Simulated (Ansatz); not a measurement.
**H₂OSZn + H₂O: a complex and its separated parts, part 1 of 2**

The complex below is one end of an elementary step. How strongly is it bound against its free parts?

Program: Ansatz 0.2.0, Gaussian basis. Level of theory: PBE0-D4/def2-TZVP structures, single points in def2-TZVPP, no counterpoise correction. These are calculated values, not measurements.

Levels: SPW92, PBE-D4, BLYP-D4, r2SCAN-D4, B97M-V, PBE0-D4, B3LYP-D4, r2SCAN0-D4, BHLYP-D4, CAM-B3LYP-D4, wB97X-V, wB97M-V, B2PLYP, PBE-QIDH, RPA on PBE, Hartree-Fock, MP2, CCSD, CCSD(T).

Cores are frozen in the correlated methods. The 3s and 3p shells of Cu and Zn are frozen; filled d shells are correlated. B3LYP uses VWN-RPA correlation. B2PLYP carries no dispersion term here.

94 further runs of the same task are left out: 94 set aside as unsound or not needed. Runs told in other sessions of the task aren't counted.

### Step 1. Starting geometry

The complex: 8 atoms, charge 0, spin multiplicity 1.

Atoms are counted from 1 here; the program's logs count them from 0.

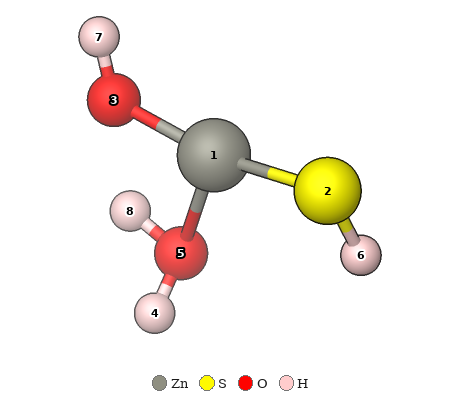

As it starts; zinc grey, sulfur yellow, oxygen red, hydrogen pink; atoms are numbered from 1 in the order of the file.

As a file:

```csv
atom,x (Å),y (Å),z (Å)
Zn1,0.49670,0.09223,-0.59665
S2,2.63309,0.25237,-0.25488
O3,-1.16663,0.11181,-1.33901
H4,-0.91967,0.34927,1.83976
O5,-0.78727,-0.30987,1.15354
H6,2.54800,-0.32155,0.95737
H7,-1.27138,0.06480,-2.28799
H8,-1.53274,-0.23916,0.52795
```

Its parts: H₂OSZn holds atoms 1, 2, 3, 6, 7; H₂O holds atoms 4, 5, 8. Each part counts its atoms afresh in its own runs.

### Step 2. Relaxing H₂OSZn alone

File relax-a/in.yaml:

```yaml
crystal:
  periodic: [false, false, false]
  atoms:
    - {symbol: Zn, position_ang: [0.496701, 0.092227, -0.596652]}
    - {symbol: S, position_ang: [2.633095, 0.252368, -0.254875]}
    - {symbol: O, position_ang: [-1.166633, 0.111813, -1.339006]}
    - {symbol: H, position_ang: [2.547998, -0.321549, 0.957370]}
    - {symbol: H, position_ang: [-1.271377, 0.064795, -2.287994]}
basis:
  gaussian: {orbitals: def2-TZVP}
hamiltonian: {xc: pbe0, dispersion: d4}
relax: {f_tol: 0.005, max_steps: 200}
```

Launch:

```console
$ ansatz run in.yaml --threads 8 --pin off --events-out ev --progress --plain --max-ram 19148MiB
```

What it wrote, shortened:

```text
Functional definition: PBE0
  name "PBE0"
  cite "Adamo & Barone, J. Chem. Phys. 110, 6158 (1999) doi:10.1063/1.478522"
  cite "Perdew, Burke & Ernzerhof, Phys. Rev. Lett. 77, 3865 (1996) doi:10.1103/PhysRevLett.77.3865"
  parent pbe
[...]
1051 factors; their error is unknown
[...]
mean field -61324.66827583 eV, -2253.6399917837 hartree, gradient 2.4e-5 eV, S^2 0.000000; 0 other end points of the search recorded, 0 dependent functions left out
[...]
reference -61324.66830541 eV, -2253.6399928705 hartree; 28, 28 occupied and 100, 100 virtual orbitals, 1051 factors
[...]
reference -61324.80941950 eV, -2253.6451787179 hartree; 28, 28 occupied and 100, 100 virtual orbitals, 1051 factors
Total energy: -61324.87324983 eV, -2253.6475244392 hartree
Atom 0 at     0.601580     0.305872    -0.820672 Å, force    -0.000003    -0.000130    -0.000061 eV/Å
Atom 1 at     2.621691     0.395117    -0.092368 Å, force     0.000205     0.000013     0.000126 eV/Å
Atom 2 at    -1.086541     0.330759    -1.362307 Å, force    -0.000167    -0.000037    -0.000052 eV/Å
Atom 3 at     2.406360    -0.559887     0.829559 Å, force    -0.000048     0.000068    -0.000059 eV/Å
Atom 4 at    -1.303306    -0.272207    -2.075368 Å, force     0.000012     0.000086     0.000047 eV/Å
Dipole moment:     0.015881    -0.310566    -0.095119 e Å
```

Run time: 12 s. Hardware: 8 threads of Arm Neoverse V1, shared host.

Along the way:

```csv
step,energy from step 1 (eV),largest force component (eV/Å)
1,0.0000,1.0590
2,-0.0913,0.4428
3,-0.1108,1.0186
4,-0.1321,0.4960
5,-0.1380,0.1006
6,-0.1395,0.2883
7,-0.1413,0.0167
8,-0.1415,0.0129
9,-0.1415,0.0129
10,-0.1416,0.0075
11,-0.1416,0.0074
12,-0.1416,0.0002
```

Distances of close pairs at the start and the end, largest changes first:

```csv
bond,before (Å),after (Å),change (Å)
Zn1–O3,1.822,1.773,-0.049
Zn1–S2,2.169,2.149,-0.020
O3–H5,0.956,0.959,+0.003
S2–H4,1.344,1.345,+0.001
```

### Step 3. Relaxing H₂O alone

File relax-b/in.yaml:

```yaml
crystal:
  periodic: [false, false, false]
  atoms:
    - {symbol: H, position_ang: [-0.919670, 0.349271, 1.839761]}
    - {symbol: O, position_ang: [-0.787275, -0.309865, 1.153543]}
    - {symbol: H, position_ang: [-1.532738, -0.239158, 0.527953]}
basis:
  gaussian: {orbitals: def2-TZVP}
hamiltonian: {xc: pbe0, dispersion: d4}
relax: {f_tol: 0.005, max_steps: 200}
```

Launch:

```console
$ ansatz run in.yaml --threads 8 --pin off --events-out ev --progress --plain --max-ram 19148MiB
```

What it wrote, shortened:

```text
[... 5 set-up lines as earlier in the session ...]
[...]
239 factors; their error is unknown
[...]
mean field -2078.32086219 eV, -76.3768829491 hartree, gradient 2.8e-5 eV, S^2 0.000000; 0 other end points of the search recorded, 0 dependent functions left out
[...]
reference -2078.33309078 eV, -76.3773323413 hartree; 5, 5 occupied and 38, 38 virtual orbitals, 239 factors
Total energy: -2078.33734659 eV, -76.3774887396 hartree
Atom 0 at    -0.931059     0.346649     1.825638 Å, force    -0.000030    -0.000461    -0.000598 eV/Å
Atom 1 at    -0.783113    -0.317095     1.148606 Å, force     0.000409     0.000298     0.000758 eV/Å
Atom 2 at    -1.525511    -0.229306     0.547013 Å, force    -0.000379     0.000164    -0.000161 eV/Å
Dipole moment:    -0.328298     0.277112     0.027814 e Å
```

Wall time 0.55 s (8 threads of Arm Neoverse V1, shared host).

Relaxation path:

```csv
step,energy from step 1 (eV),largest force component (eV/Å)
1,0.0000,0.6867
2,-0.0109,0.1694
3,-0.0121,0.0605
4,-0.0122,0.0008
```

Distances of close pairs at the start and the end, largest changes first:

```csv
bond,before (Å),after (Å),change (Å)
O2–H3,0.976,0.960,-0.016
H1–O2,0.961,0.960,-0.001
```

### Step 4. SPW92/def2-TZVPP

File parta/in.yaml:

```yaml
crystal:
  periodic: [false, false, false]
  atoms:
    - {symbol: Zn, position_ang: [0.601580, 0.305872, -0.820672]}
    - {symbol: S, position_ang: [2.621691, 0.395117, -0.092368]}
    - {symbol: O, position_ang: [-1.086541, 0.330759, -1.362307]}
    - {symbol: H, position_ang: [2.406360, -0.559887, 0.829559]}
    - {symbol: H, position_ang: [-1.303306, -0.272207, -2.075368]}
basis:
  gaussian: {orbitals: def2-TZVPP}
hamiltonian: {xc: lda}
```

File partb/in.yaml:

```yaml
crystal:
  periodic: [false, false, false]
  atoms:
    - {symbol: H, position_ang: [-0.931059, 0.346649, 1.825638]}
    - {symbol: O, position_ang: [-0.783113, -0.317095, 1.148606]}
    - {symbol: H, position_ang: [-1.525511, -0.229306, 0.547013]}
basis:
  gaussian: {orbitals: def2-TZVPP}
hamiltonian: {xc: lda}
```

One command serves all of them, each in its own folder.

Launch:

```console
$ ansatz run in.yaml --threads 8 --pin off --events-out ev --progress --plain --max-ram 19148MiB
```

Log of parta, shortened:

```text
Functional definition: SPW92
  name "SPW92"
  cite "Dirac, Proc. Camb. Phil. Soc. 26, 376 (1930) doi:10.1017/S0305004100016108"
  cite "Slater, Phys. Rev. 81, 385 (1951) doi:10.1103/PhysRev.81.385"
  cite "Perdew & Wang, Phys. Rev. B 45, 13244 (1992) doi:10.1103/PhysRevB.45.13244"
[...]
1052 factors; their error is unknown
[...]
mean field -61206.84331454 eV, -2249.3100043208 hartree, gradient 2.8e-5 eV, S^2 0.000000; 0 other end points of the search recorded, 0 dependent functions left out
reference -61206.84335266 eV, -2249.3100057218 hartree; 28, 28 occupied and 137, 137 virtual orbitals, 1052 factors
Total energy: -61206.84335266 eV, -2249.3100057218 hartree
```

Output in partb, shortened:

```text
[... 5 set-up lines as earlier in the session ...]
[...]
269 factors; their error is unknown
[...]
mean field -2065.39694641 eV, -75.9019378041 hartree, gradient 5.3e-5 eV, S^2 0.000000; 0 other end points of the search recorded, 0 dependent functions left out
reference -2065.39696524 eV, -75.9019384962 hartree; 5, 5 occupied and 54, 54 virtual orbitals, 269 factors
Total energy: -2065.39696524 eV, -75.9019384962 hartree
```

Wall times: 0.5 s (parta), 0.1 s (partb) on 8 threads of Arm Neoverse V1, shared host.

### Step 5. PBE-D4/def2-TZVPP

The same edit goes into each in.yaml of step 4 (parta, partb):

```diff
-hamiltonian: {xc: lda}
+hamiltonian: {xc: pbe, dispersion: d4}
```

The same command starts each run, in its folder.

Launch:

```console
$ ansatz run in.yaml --threads 8 --pin off --events-out ev --progress --plain --max-ram 19148MiB
```

Log of parta, shortened:

```text
Functional definition: PBE
  name "PBE"
[... 2 set-up lines as earlier in the session ...]
[...]
1052 factors; their error is unknown
[...]
mean field -61323.59486334 eV, -2253.6005446024 hartree, gradient 2.0e-5 eV, S^2 0.000000; 0 other end points of the search recorded, 0 dependent functions left out
reference -61323.59490396 eV, -2253.6005460950 hartree; 28, 28 occupied and 137, 137 virtual orbitals, 1052 factors
Total energy: -61323.67023996 eV, -2253.6033146417 hartree
```

partb printed, shortened:

```text
[... 4 set-up lines as earlier in the session ...]
[...]
269 factors; their error is unknown
[...]
mean field -2078.40756952 eV, -76.3800693847 hartree, gradient 4.6e-5 eV, S^2 0.000000; 0 other end points of the search recorded, 0 dependent functions left out
reference -2078.40759000 eV, -76.3800701371 hartree; 5, 5 occupied and 54, 54 virtual orbitals, 269 factors
Total energy: -2078.41290704 eV, -76.3802655349 hartree
```

They took 0.7 s (parta), 0.15 s (partb) on 8 threads of Arm Neoverse V1, shared host.

### Step 6. BLYP-D4/def2-TZVPP

The same edit goes into each in.yaml of step 5 (parta, partb):

```diff
-hamiltonian: {xc: pbe, dispersion: d4}
+hamiltonian: {xc: {name: BLYP}, dispersion: d4}
```

One command serves all of them, each in its own folder.

Launch:

```console
$ ansatz run in.yaml --threads 8 --pin off --events-out ev --progress --plain --max-ram 19148MiB
```

Output in parta, shortened:

```text
Functional definition: BLYP
  name "BLYP"
  cite "Becke, Phys. Rev. A 38, 3098 (1988) doi:10.1103/PhysRevA.38.3098"
  cite "Lee, Yang & Parr, Phys. Rev. B 37, 785 (1988) doi:10.1103/PhysRevB.37.785"
[...]
1052 factors; their error is unknown
[...]
mean field -61339.65836926 eV, -2254.1908675564 hartree, gradient 2.0e-5 eV, S^2 0.000000; 0 other end points of the search recorded, 0 dependent functions left out
reference -61339.65867453 eV, -2254.1908787749 hartree; 28, 28 occupied and 137, 137 virtual orbitals, 1052 factors
Total energy: -61339.82206830 eV, -2254.1968833854 hartree
```

partb printed, shortened:

```text
[... 4 set-up lines as earlier in the session ...]
[...]
269 factors; their error is unknown
[...]
mean field -2080.27678578 eV, -76.4487618153 hartree, gradient 8.8e-5 eV, S^2 0.000000; 0 other end points of the search recorded, 0 dependent functions left out
reference -2080.27697533 eV, -76.4487687810 hartree; 5, 5 occupied and 54, 54 virtual orbitals, 269 factors
Total energy: -2080.28981772 eV, -76.4492407302 hartree
```

Times: 0.7 s (parta), 0.15 s (partb) on 8 threads of Arm Neoverse V1, shared host.

### Step 7. r2SCAN-D4/def2-TZVPP

Each input of step 6 (parta, partb) changes in the same lines:

```diff
-hamiltonian: {xc: {name: BLYP}, dispersion: d4}
+hamiltonian: {xc: r2scan, dispersion: d4}
```

Each run has its own folder and the same command.

Launch:

```console
$ ansatz run in.yaml --threads 8 --pin off --events-out ev --progress --plain --max-ram 19148MiB
```

Output in parta, shortened:

```text
Functional definition: r2SCAN
  name "r2SCAN"
  cite "Furness, Kaplan, Ning, Perdew & Sun, J. Phys. Chem. Lett. 11, 8208 (2020) doi:10.1021/acs.jpclett.0c02405"
  cite "Furness, Kaplan, Ning, Perdew & Sun, J. Phys. Chem. Lett. 11, 9248 (2020) doi:10.1021/acs.jpclett.0c03077"
  parent r2scan
[...]
1052 factors; their error is unknown
[...]
mean field -61335.56444767 eV, -2254.0404187130 hartree, gradient 3.2e-5 eV, S^2 0.000000; 0 other end points of the search recorded, 0 dependent functions left out
reference -61335.56446038 eV, -2254.0404191800 hartree; 28, 28 occupied and 137, 137 virtual orbitals, 1052 factors
Total energy: -61335.58187304 eV, -2254.0410590835 hartree
```

partb printed, shortened:

```text
[... 5 set-up lines as earlier in the session ...]
[...]
269 factors; their error is unknown
[...]
mean field -2079.58114492 eV, -76.4231974851 hartree, gradient 8.5e-5 eV, S^2 0.000000; 0 other end points of the search recorded, 0 dependent functions left out
reference -2079.58115012 eV, -76.4231976763 hartree; 5, 5 occupied and 54, 54 virtual orbitals, 269 factors
Total energy: -2079.58242265 eV, -76.4232444407 hartree
```

They took 1.6 s (parta), 0.4 s (partb) on 8 threads of Arm Neoverse V1, shared host.

### Step 8. B97M-V/def2-TZVPP

The same edit goes into each in.yaml of step 7 (parta, partb):

```diff
-hamiltonian: {xc: r2scan, dispersion: d4}
+hamiltonian: {xc: {name: B97M-V}}
```

Each run has its own folder and the same command.

Launch:

```console
$ ansatz run in.yaml --threads 8 --pin off --events-out ev --progress --plain --max-ram 19148MiB
```

parta printed, shortened:

```text
Functional definition: B97M-V
  name "B97M-V"
  cite "Mardirossian & Head-Gordon, J. Chem. Phys. 142, 074111 (2015) doi:10.1063/1.4907719"
  cite "Becke, J. Chem. Phys. 107, 8554 (1997) doi:10.1063/1.475007"
  cite "Vydrov & Van Voorhis, J. Chem. Phys. 133, 244103 (2010) doi:10.1063/1.3521275"
  # Of w^i u^j: cxij and so on, Table III.
[...]
  gx(w, u) = cx00 + cx01*u + cx02*u^2 + (cx10 + cx11*u)*w
[...]
  gos(w, u) = cos00 + cos01*u + cos03*u^3 + cos10*w + cos32*w^3*u^2
[...]
      + integral(e_c_pw_mod_opposite_spin*gos(b97_w_opposite, b97_u_opposite)) + vv10(b, c)
1052 factors; their error is unknown
[...]
mean field -61324.51252055 eV, -2253.6342678828 hartree, gradient 2.1e-5 eV, S^2 0.000000; 0 other end points of the search recorded, 0 dependent functions left out
reference -61324.51258018 eV, -2253.6342700741 hartree; 28, 28 occupied and 137, 137 virtual orbitals, 1052 factors
Total energy: -61324.51258018 eV, -2253.6342700741 hartree
```

Output in partb, shortened:

```text
[... 5 set-up lines as earlier in the session ...]
  # Of w^i u^j: cxij and so on, Table III.
[...]
  gx(w, u) = cx00 + cx01*u + cx02*u^2 + (cx10 + cx11*u)*w
[...]
  gos(w, u) = cos00 + cos01*u + cos03*u^3 + cos10*w + cos32*w^3*u^2
[...]
      + integral(e_c_pw_mod_opposite_spin*gos(b97_w_opposite, b97_u_opposite)) + vv10(b, c)
269 factors; their error is unknown
[...]
mean field -2079.93550830 eV, -76.4362200993 hartree, gradient 2.9e-5 eV, S^2 0.000000; 0 other end points of the search recorded, 0 dependent functions left out
reference -2079.93553512 eV, -76.4362210847 hartree; 5, 5 occupied and 54, 54 virtual orbitals, 269 factors
Total energy: -2079.93553512 eV, -76.4362210847 hartree
```

Times: 2.6 s (parta), 0.35 s (partb) on 8 threads of Arm Neoverse V1, shared host.

### Step 9. PBE0-D4/def2-TZVPP

The same edit goes into each in.yaml of step 8 (parta, partb):

```diff
-hamiltonian: {xc: {name: B97M-V}}
+hamiltonian: {xc: pbe0, dispersion: d4}
+output: {orbitals: {seedname: orbitals}}
```

The same command starts each run, in its folder.

Launch:

```console
$ ansatz run in.yaml --threads 8 --pin off --events-out ev --progress --plain --max-ram 19148MiB
```

parta printed, shortened:

```text
[... 5 set-up lines as earlier in the session ...]
[...]
1168 factors; their error is unknown
[...]
mean field -61324.88922892 eV, -2253.6481116598 hartree, gradient 6.7e-5 eV, S^2 0.000000; 0 other end points of the search recorded, 0 dependent functions left out
reference -61324.88925894 eV, -2253.6481127632 hartree; 28, 28 occupied and 137, 137 virtual orbitals, 1168 factors
Total energy: -61324.95308926 eV, -2253.6504584843 hartree
```

Output in partb, shortened:

```text
[... 5 set-up lines as earlier in the session ...]
[...]
269 factors; their error is unknown
[...]
mean field -2078.42781896 eV, -76.3808135377 hartree, gradient 1.4e-5 eV, S^2 0.000000; 0 other end points of the search recorded, 0 dependent functions left out
reference -2078.42783346 eV, -76.3808140707 hartree; 5, 5 occupied and 54, 54 virtual orbitals, 269 factors
Total energy: -2078.43208928 eV, -76.3809704691 hartree
```

They took 0.9 s (parta), 0.15 s (partb) on 8 threads of Arm Neoverse V1, shared host.

### Step 10. B3LYP-D4/def2-TZVPP

Each input of step 9 (parta, partb) changes in the same lines:

```diff
-hamiltonian: {xc: pbe0, dispersion: d4}
-output: {orbitals: {seedname: orbitals}}
+hamiltonian: {xc: {name: B3LYP}, dispersion: d4}
```

The same command starts each run, in its folder.

Launch:

```console
$ ansatz run in.yaml --threads 8 --pin off --events-out ev --progress --plain --max-ram 19148MiB
```

Output in parta, shortened:

```text
Functional definition: B3LYP
  name "B3LYP"
  cite "Stephens, Devlin, Chabalowski & Frisch, J. Phys. Chem. 98, 11623 (1994) doi:10.1021/j100096a001"
[... 2 set-up lines as earlier in the session ...]
  cite "Vosko, Wilk & Nusair, Can. J. Phys. 58, 1200 (1980) doi:10.1139/p80-159"
[...]
1129 factors; their error is unknown
[...]
mean field -61339.55720063 eV, -2254.1871496779 hartree, gradient 8.5e-5 eV, S^2 0.000000; 0 other end points of the search recorded, 0 dependent functions left out
reference -61339.55742871 eV, -2254.1871580596 hartree; 28, 28 occupied and 137, 137 virtual orbitals, 1129 factors
Total energy: -61339.68058401 eV, -2254.1916839336 hartree
```

Log of partb, shortened:

```text
[... 6 set-up lines as earlier in the session ...]
[...]
269 factors; their error is unknown
[...]
mean field -2080.76395960 eV, -76.4666651229 hartree, gradient 1.3e-5 eV, S^2 0.000000; 0 other end points of the search recorded, 0 dependent functions left out
reference -2080.76409796 eV, -76.4666702076 hartree; 5, 5 occupied and 54, 54 virtual orbitals, 269 factors
Total energy: -2080.77252401 eV, -76.4669798589 hartree
```

Times: 0.85 s (parta), 0.15 s (partb) on 8 threads of Arm Neoverse V1, shared host.

### Step 11. r2SCAN0-D4/def2-TZVPP

Each input of step 10 (parta, partb) changes in the same lines:

```diff
-hamiltonian: {xc: {name: B3LYP}, dispersion: d4}
+hamiltonian: {xc: {name: r2SCAN0}, dispersion: d4}
```

Each run has its own folder and the same command.

Launch:

```console
$ ansatz run in.yaml --threads 8 --pin off --events-out ev --progress --plain --max-ram 19148MiB
```

Log of parta, shortened:

```text
Functional definition: r2SCAN0
  name "r2SCAN0"
  cite "Bursch, Neugebauer, Ehlert & Grimme, J. Chem. Phys. 156, 134105 (2022) doi:10.1063/5.0086040"
[... 3 set-up lines as earlier in the session ...]
[...]
1168 factors; their error is unknown
[...]
mean field -61334.02549247 eV, -2253.9838631524 hartree, gradient 5.7e-5 eV, S^2 0.000000; 0 other end points of the search recorded, 0 dependent functions left out
reference -61334.02550256 eV, -2253.9838635235 hartree; 28, 28 occupied and 137, 137 virtual orbitals, 1168 factors
Total energy: -61334.04668782 eV, -2253.9846420675 hartree
```

Output in partb, shortened:

```text
[... 6 set-up lines as earlier in the session ...]
[...]
269 factors; their error is unknown
[...]
mean field -2079.27470356 eV, -76.4119359727 hartree, gradient 2.0e-5 eV, S^2 0.000000; 0 other end points of the search recorded, 0 dependent functions left out
reference -2079.27470766 eV, -76.4119361234 hartree; 5, 5 occupied and 54, 54 virtual orbitals, 269 factors
Total energy: -2079.27611181 eV, -76.4119877249 hartree
```

They took 1.6 s (parta), 0.4 s (partb) on 8 threads of Arm Neoverse V1, shared host.

### Step 12. BHLYP-D4/def2-TZVPP

The same edit goes into each in.yaml of step 11 (parta, partb):

```diff
-hamiltonian: {xc: {name: r2SCAN0}, dispersion: d4}
+hamiltonian: {xc: {name: BHLYP}, dispersion: d4}
```

The same command starts each run, in its folder.

Launch:

```console
$ ansatz run in.yaml --threads 8 --pin off --events-out ev --progress --plain --max-ram 19148MiB
```

Output in parta, shortened:

```text
Functional definition: BHLYP
  name "BHLYP"
  cite "Becke, J. Chem. Phys. 98, 1372 (1993) doi:10.1063/1.464304"
[... 2 set-up lines as earlier in the session ...]
[...]
1270 factors; their error is unknown
[...]
mean field -61335.37094619 eV, -2254.0333076649 hartree, gradient 2.0e-5 eV, S^2 0.000000; 0 other end points of the search recorded, 0 dependent functions left out
reference -61335.37109874 eV, -2254.0333132710 hartree; 28, 28 occupied and 137, 137 virtual orbitals, 1270 factors
Total energy: -61335.47624144 eV, -2254.0371771939 hartree
```

Log of partb, shortened:

```text
[... 5 set-up lines as earlier in the session ...]
[...]
295 factors; their error is unknown
[...]
mean field -2079.57890618 eV, -76.4231152130 hartree, gradient 2.0e-5 eV, S^2 0.000000; 0 other end points of the search recorded, 0 dependent functions left out
reference -2079.57899697 eV, -76.4231185495 hartree; 5, 5 occupied and 54, 54 virtual orbitals, 295 factors
Total energy: -2079.58394878 eV, -76.4233005249 hartree
```

Times: 0.9 s (parta), 0.15 s (partb) on 8 threads of Arm Neoverse V1, shared host.

### Step 13. CAM-B3LYP-D4/def2-TZVPP

The same edit goes into each in.yaml of step 12 (parta, partb):

```diff
-hamiltonian: {xc: {name: BHLYP}, dispersion: d4}
+hamiltonian: {xc: {name: CAM-B3LYP}, dispersion: d4}
```

Each run has its own folder and the same command.

Launch:

```console
$ ansatz run in.yaml --threads 8 --pin off --events-out ev --progress --plain --max-ram 19148MiB
```

Log of parta, shortened:

```text
Functional definition: CAM-B3LYP
  name "CAM-B3LYP"
  cite "Yanai, Tew & Handy, Chem. Phys. Lett. 393, 51 (2004) doi:10.1016/j.cplett.2004.06.011"
  cite "Iikura, Tsuneda, Yanai & Hirao, J. Chem. Phys. 115, 3540 (2001) doi:10.1063/1.1383587"
[... 2 set-up lines as earlier in the session ...]
[...]
1111 factors; their error is unknown
185 factors; integrals over basis functions are off by at most 7.1e-5 eV
[...]
mean field -61340.37638102 eV, -2254.2172540021 hartree, gradient 3.0e-5 eV, S^2 0.000000; 0 other end points of the search recorded, 0 dependent functions left out
reference -61340.37649198 eV, -2254.2172580798 hartree; 28, 28 occupied and 137, 137 virtual orbitals, 1111 factors
Total energy: -61340.44240474 eV, -2254.2196803291 hartree
```

Log of partb, shortened:

```text
[... 6 set-up lines as earlier in the session ...]
[...]
  # Exact exchange under (alpha + beta erf(omega r))/r, Becke's under what is left of 1/r.
[...]
269 factors; their error is unknown
72 factors; integrals over basis functions are off by at most 2.4e-5 eV
[...]
mean field -2079.99968612 eV, -76.4385785904 hartree, gradient 1.1e-5 eV, S^2 0.000000; 0 other end points of the search recorded, 0 dependent functions left out
reference -2079.99975355 eV, -76.4385810684 hartree; 5, 5 occupied and 54, 54 virtual orbitals, 269 factors
Total energy: -2080.00381950 eV, -76.4387304894 hartree
```

Times: 1.1 s (parta), 0.2 s (partb) on 8 threads of Arm Neoverse V1, shared host.

(Continued in part 2 of 2.)
